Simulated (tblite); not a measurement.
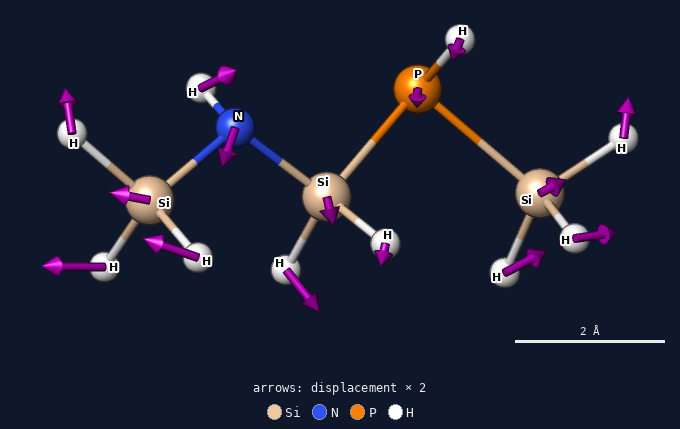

This is a relaxation of Si$_{3}$PNH$_{10}$. The starting structure is drawn; purple arrows show the displacements, magnified 2 times. The two geometries are superimposed by the best rigid fit.

Style: ball-and-stick. Shown at a tilt.

The calculation used GFN2-xTB geometry optimisation, gas phase in tblite. 

> Which element moves most?

Hydrogen: up to 0.50 Å, against 0.29 Å for nitrogen.

> What did the optimiser do to the structure, and how much energy did it gain?

Over 62 geometry steps the energy falls by 46.5 kJ/mol. The largest move after the best rigid fit is that of an H atom, 0.50 Å. By element the largest moves are H 0.50 Å, N 0.29 Å, Si 0.29 Å, P 0.15 Å. Near-neighbour distances that change, for instance: Si–Si 2.769 → 3.098 Å, N–Si 1.672 → 1.722 Å, P–Si 2.187 → 2.232 Å, N–Si 1.691 → 1.734 Å. Bond angles that change, for instance: Si–N–Si 110.9° → 127.4°, Si–N–H 108.9° → 116.1°, Si–N–H 109.3° → 115.3°.
